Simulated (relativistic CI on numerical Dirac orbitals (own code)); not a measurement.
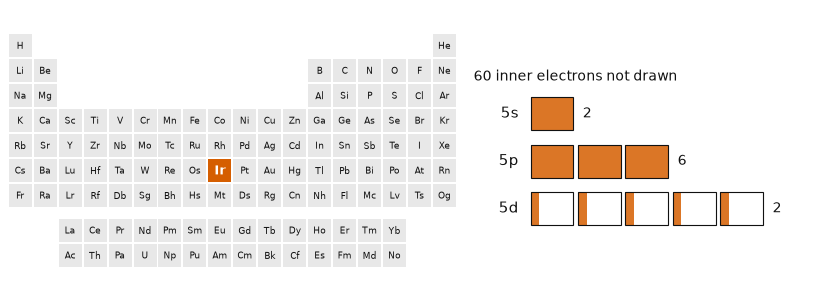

*Left, the place of iridium in the periodic table; right, the outer shells of the leading configuration of the lowest level: a box for each of the 2l + 1 orbitals, shaded by the share of the shell that is filled, with the electron count at the right.*

Ir⁷⁺: relativistic CI calculation

Ir⁷⁺. Computed at this level: non-relativistic limit (c times 1000) of the Dirac-Coulomb CI, KLI orbitals optimised for each configuration (relativistic CI on numerical Dirac orbitals, in-house).

Summary:

| quantity | value |
| --- | --- |
| outcome | converged |
| lowest level | 5p⁶ 5d² ³F₂ |
| first excited level | 5p⁶ 5d² ³F₃, 0 cm⁻¹ |
| levels computed | 274 |
| SCF iterations | 144 |
| hardware | 1 thread of Arm Neoverse N1, 54 GiB of memory available, shared host |
| wall time | 1.7 s |

Remarks:

Relativity is left out, which matters for an atom this heavy. Limits: configurations can be misplaced by up to about 7 % of their energy; only a limited list of configurations is included, so lower levels can be missing.

Input:
```
atom Ir  Z=77  charge=7  electrons=70
nucleus A=193  rms_radius_fm=5.4032
hamiltonian dirac-coulomb  breit=off  qed=off  c_scale=1000
orbitals kli  potential=per-configuration
slater_scale 1
correlation none
mixing on
configurations
  [Xe] 4f14 5d2
  [Xe] 4f14 5d 6s
  [Xe] 4f14 6s2
  [Xe] 4f14 5d 5f
  [Xe] 4f14 5d 6p
  [Kr] 4d10 4f14 5s2 5p5 5d3
  [Xe] 4f14 6s 6p
  [Xe] 4f14 5d 5g
  [Xe] 4f14 5f2
  [Xe] 4f14 5f 6s
  [Xe] 4f14 6p2
  [Xe] 4f14 5d 6d
  [Xe] 4f14 5d 7s
  [Xe] 4f14 5f 6p
  [Kr] 4d10 4f14 5s 5p6 5d3
end
```

Launched within a batch (the task file carries these settings):
```bash
python <driver script> task.json out
```

The program writes its results to a structured record and prints no log; tables and figures of this report are taken from that record.

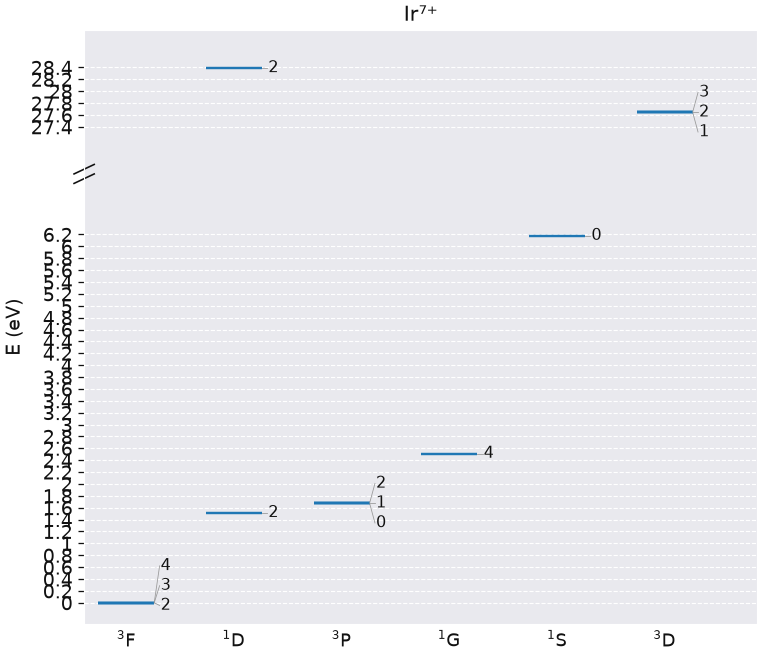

*Level diagram of Ir⁷⁺ (iridium, Z = 77).*

The lowest level is 5d² ³F₂. The first excited level, 5d² ³F₃, lies at 0.00000113 eV. The ground term spreads over 0.00000264 eV in the order J = 2, 3, 4, a normal multiplet. All levels drawn have even parity, so no electric dipole line joins them. The levels are close to LS coupling (mean leading weight 100 % in LS and 74 % in jj).

```
Configuration  Level       E (eV)
          5d²    ³F₂            0
          5d²    ³F₃  0.000001131
          5d²    ³F₄  0.000002639
          5d²    ¹D₂        1.516
          5d²    ³P₀        1.677
          5d²    ³P₁        1.677
          5d²    ³P₂        1.677
          5d²    ¹G₄        2.513
          5d²    ¹S₀        6.180
        5d 6s    ³D₁        27.65
        5d 6s    ³D₂        27.65
        5d 6s    ³D₃        27.65
        5d 6s    ¹D₂        28.39
```
